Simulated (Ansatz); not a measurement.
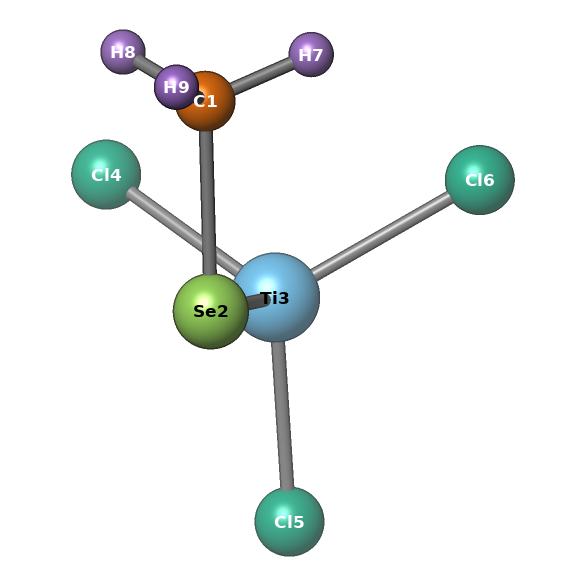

Ti3 lies behind Se2. The molecule seen a little off the Se2–Ti3 bond, Se2 in front. Distant atoms are faded towards the background colour. The species is neutral and a spin singlet. Computed geometry: PBE0-D4/def2-TZVP optimisation.

What is the torsion angle C1–Se2–Ti3–Cl4? The sign is positive where the front bond must turn clockwise to cover the back bond.

−59°, synclinal (gauche).
